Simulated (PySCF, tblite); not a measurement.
# C5H6F2: magnetic properties

Aim: compute the magnetic properties of C5H6F2 (`FC[C@H]1C=C(F)C1`).

Programs: tblite 0.8.0 and PySCF 2.14.0, with routines of our own; each step states its level. All values are computed. Atoms count from 0.

## Step 1: The system as given

13 atoms, charge 0, multiplicity 1; geometry from: force field or distance geometry start.

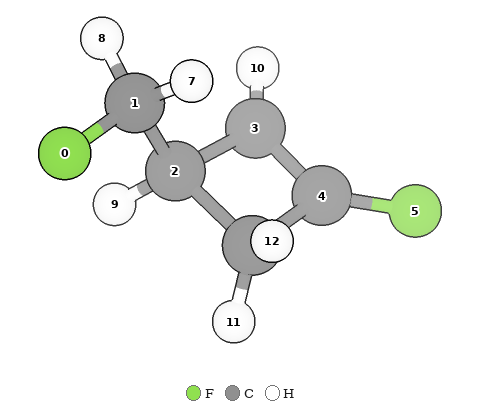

The starting geometry (fluorine green, carbon grey, hydrogen white).

## Step 2: Optimising the geometry with GFN2-xTB, one coordinate held

The job: settings as JSON, then the geometry in Å.

```
{"job": {"kind": "relax", "xc": "GFN2-xTB", "basis": "xTB"}, "charge": 0, "multiplicity": 1}
F     -2.097100    -1.221000     0.582500
C     -1.583700     0.022200     0.353900
C     -0.322300    -0.155800    -0.480300
C      0.412500     1.127400    -0.853000
C      1.535300     0.753500    -0.192900
F      2.727400     1.343900    -0.037900
C      0.948700    -0.549900     0.283300
H     -1.364200     0.477600     1.341300
H     -2.329000     0.613500    -0.152700
H     -0.540700    -0.813800    -1.332800
H      0.143400     1.993400    -1.430100
H      1.427800    -1.466100    -0.084100
H      0.829600    -0.646800     1.383100
```

Command:

```
OMP_NUM_THREADS=1 python excited_run.py task.json out
```

The driver reads the jobs from task.json and runs them one after another.

What it wrote:

```text
step      E/eV     max force
  0    -630.60577    1.853
  1    -630.65604    1.315
  2    -630.67524    0.343
  3    -630.68133    0.212
  4    -630.68574    0.171
  5    -630.68826    0.176
  6    -630.69128    0.139
  7    -630.69293    0.128
  8    -630.69405    0.079
  9    -630.69464    0.072
 10    -630.69496    0.062
 11    -630.69515    0.041
 12    -630.69533    0.040
 13    -630.69553    0.039
 14    -630.69573    0.053
 15    -630.69596    0.055
 16    -630.69624    0.057
 17    -630.69653    0.058
 18    -630.69677    0.052
 19    -630.69692    0.036
 20    -630.69704    0.032
 21    -630.69712    0.031
 22    -630.69719    0.032
 23    -630.69723    0.032
 24    -630.69726    0.031
 25    -630.69729    0.036
 26    -630.69732    0.037
 27    -630.69733    0.033
 28    -630.69735    0.033
 29    -630.69736    0.032
 30    -630.69738    0.033
 31    -630.69740    0.035
 32    -630.69741    0.036
 33    -630.69743    0.039
 34    -630.69745    0.042
 35    -630.69747    0.041
 36    -630.69749    0.036
```

Wall time 0.23 s (1 thread of Intel Xeon Platinum 8375C at 2.90GHz, shared host).

One coordinate is held by a constraint (a dihedral, as typed in the start), so the force along it need not vanish.

The steps of the relaxation: (not every step is listed)

```tsv
step	energy from step 0 (eV)	largest force (eV/Å)
0	0.0000	1.8534
1	-0.0503	1.3153
2	-0.0695	0.3426
3	-0.0756	0.2125
4	-0.0800	0.1713
5	-0.0825	0.1760
6	-0.0855	0.1392
7	-0.0872	0.1283
8	-0.0883	0.0793
10	-0.0892	0.0616
12	-0.0896	0.0399
14	-0.0900	0.0527
16	-0.0905	0.0565
18	-0.0910	0.0519
20	-0.0913	0.0317
22	-0.0914	0.0316
24	-0.0915	0.0312
26	-0.0915	0.0374
28	-0.0916	0.0329
30	-0.0916	0.0334
31	-0.0916	0.0348
32	-0.0916	0.0362
33	-0.0917	0.0386
34	-0.0917	0.0422
35	-0.0917	0.0406
36	-0.0917	0.0365
```

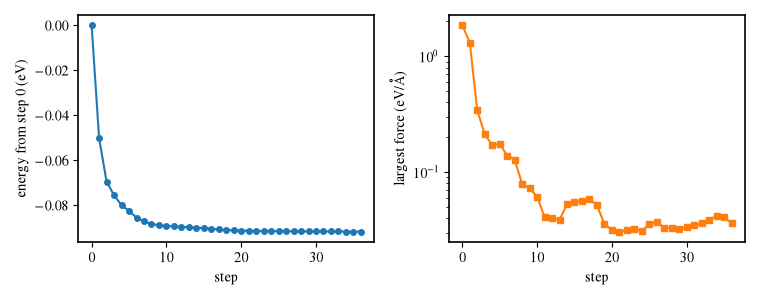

Energy and force, step by step.

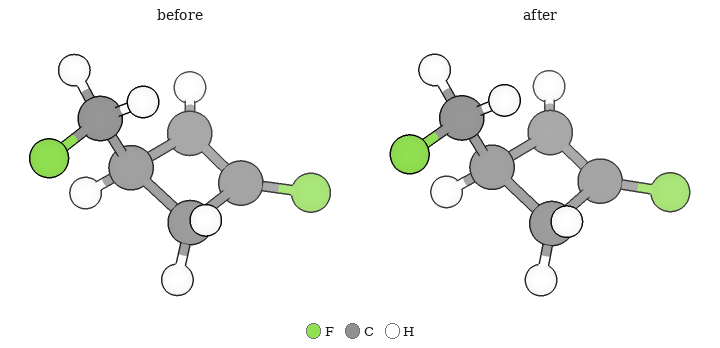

Before and after, at one scale.

Close pairs (by a distance rule), those that changed most:

```tsv
bond	before (Å)	after (Å)	change (Å)
C3–C4	1.355	1.326	-0.029
C2–C6	1.534	1.558	+0.024
C6–H12	1.110	1.088	-0.022
C1–H8	1.078	1.096	+0.018
C1–H7	1.109	1.094	-0.015
C4–C6	1.507	1.496	-0.011
C2–C3	1.525	1.514	-0.011
F0–C1	1.364	1.374	+0.009
```

The end geometry stands in the next job.

## Step 3: Magnetic properties: GIAO HF/pcSseg-1

The job: settings as JSON, then the geometry in Å.

```
{"job": {"kind": "mag", "xc": "HF", "basis": "pcSseg-1", "isotopologues": 0}, "charge": 0, "multiplicity": 1}
F     -2.147176    -1.187946     0.630074
C     -1.570008     0.027692     0.354292
C     -0.315737    -0.157787    -0.481916
C      0.405297     1.123043    -0.846366
C      1.496955     0.753694    -0.189818
F      2.692284     1.311806     0.007134
C      0.978395    -0.567078     0.283276
H     -1.352633     0.505819     1.314253
H     -2.319351     0.610828    -0.192160
H     -0.543429    -0.807450    -1.329310
H      0.109547     1.978215    -1.420610
H      1.491465    -1.442979    -0.108983
H      0.862143    -0.669780     1.360154
```

Level: GIAO HF/pcSseg-1 magnetisability, rotational g tensor and spin-rotation constants, non-relativistic, gas phase.

What it wrote:

```text
final grid: 111480 points
cycle   1  E = -391.4494502062  dE =  1.717e+00  |g| = 7.300e-01  |ddm| = 3.141e+00
cycle   2  E = -391.5525761512  dE = -1.031e-01  |g| = 4.176e-01  |ddm| = 6.926e-01
cycle   3  E = -391.5812804703  dE = -2.870e-02  |g| = 7.710e-02  |ddm| = 2.828e-01
cycle   4  E = -391.5831250225  dE = -1.845e-03  |g| = 1.835e-02  |ddm| = 9.088e-02
cycle   5  E = -391.5832406933  dE = -1.157e-04  |g| = 5.549e-03  |ddm| = 2.704e-02
cycle   6  E = -391.5832529347  dE = -1.224e-05  |g| = 1.919e-03  |ddm| = 8.444e-03
cycle   7  E = -391.5832551328  dE = -2.198e-06  |g| = 8.020e-04  |ddm| = 3.571e-03
cycle   8  E = -391.5832554432  dE = -3.104e-07  |g| = 2.296e-04  |ddm| = 1.350e-03
cycle   9  E = -391.5832554912  dE = -4.806e-08  |g| = 8.404e-05  |ddm| = 5.829e-04
cycle  10  E = -391.5832554966  dE = -5.338e-09  |g| = 2.899e-05  |ddm| = 2.015e-04
cycle  11  E = -391.5832554972  dE = -6.296e-10  |g| = 1.127e-05  |ddm| = 6.993e-05
converged SCF energy = -391.5832554972

Magnetisability tensor (1e-30 J/T^2)
     -964.68      -25.48       20.26
      -25.48     -989.78        5.54
       20.26        5.54     -957.82
isotropic -970.76   principal values   -1010.44   -964.79   -937.05
isotropic susceptibility -58.461 1e-6 cm^3/mol

Inertial axes            a          b          c
rot. const./GHz      8.4461     1.3358     1.2394
chi total           -59.810    -57.590    -57.982
chi diamagnetic    -233.636   -882.785   -955.644
chi paramagnetic    173.825    825.196    897.662
quadrupole/D A      -14.543      8.884      5.659
g nuclear            0.6567     0.5026     0.5099
g electronic        -0.6897    -0.5179    -0.5227
g total             -0.0330    -0.0153    -0.0128

Spin-rotation constants (kHz, H = +C I.J)
atom  isotope        aa         bb         cc
  0    19F        1.075      0.450      0.025
  5    19F        7.166      2.058      0.612
  7     1H       -0.825     -0.138      0.056
  8     1H       -0.713      0.054     -0.125
  9     1H       -0.756     -0.150      0.025
 10     1H       -0.848      0.087     -0.147
 11     1H       -0.931     -0.059     -0.028
 12     1H       -0.873     -0.076     -0.032
  1    13C*       1.675      0.313      0.303
  2    13C*       1.453      0.210      0.143
  3    13C*       3.090      0.354      0.211
  4    13C*       4.111      0.438      0.301
  6    13C*       1.209      0.230      0.203
* in the singly substituted isotopologue
```

It took 13 s on 1 thread of Intel Xeon Platinum 8375C at 2.90GHz, shared host; peak memory 0.77 GiB.

In short:

```tsv
quantity	value
magnetisability	-971·10⁻³⁰ J/T²
molar susceptibility	-58.5·10⁻⁶ cm³/mol
rotational g (a, b, c)	-0.0330, -0.0153, -0.0128
```

The fields below are evaluated on a grid from the run's orbitals.

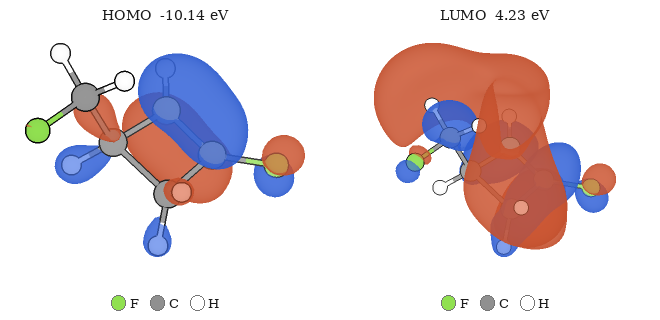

Frontier orbitals at HF/pcSseg-1; each surface holds 70 % of the orbital's density, blue and red mark the sign.

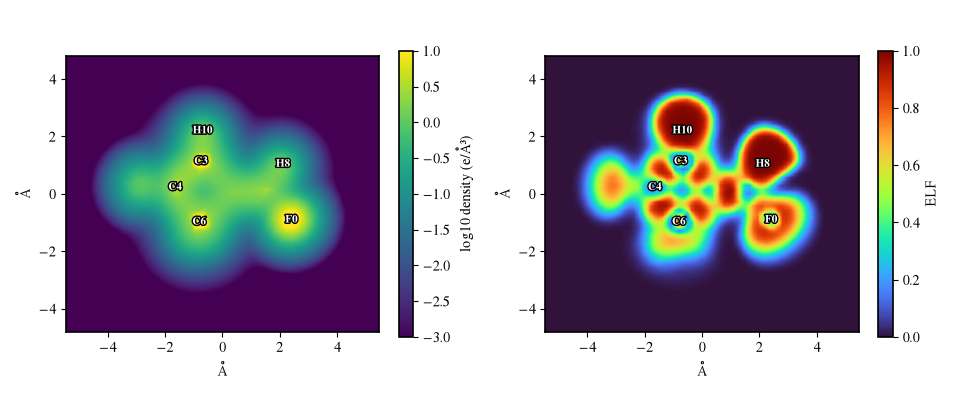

Density (left) and ELF (right) in a plane through or near 6 of the atoms.

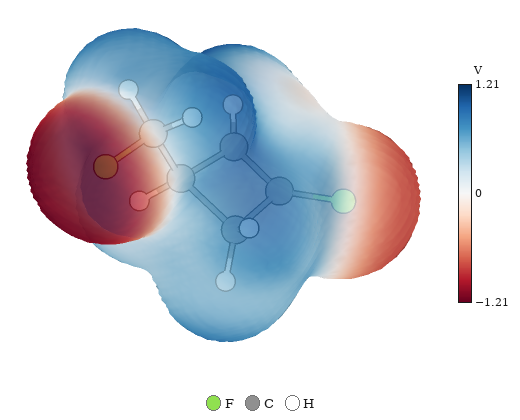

Electrostatic potential on the surface of density 0.002 e/bohr³; red is low, blue high. It runs from -1.21 V near F0 to 1.13 V near H10.

## Step 4: Summary of results

| quantity | value |
| --- | --- |
| magnetisability (step 3, GIAO HF/pcSseg-1) | -971·10⁻³⁰ J/T² |
| molar susceptibility (step 3, GIAO HF/pcSseg-1) | -58.5·10⁻⁶ cm³/mol |
| rotational g (a, b, c) (step 3, GIAO HF/pcSseg-1) | -0.0330, -0.0153, -0.0128 |
| surface potential, least and greatest | -1.21 V and 1.13 V |

**Reading.** The values above hold for this geometry and these levels alone. Vibrational averaging and real surroundings are missing from these values.
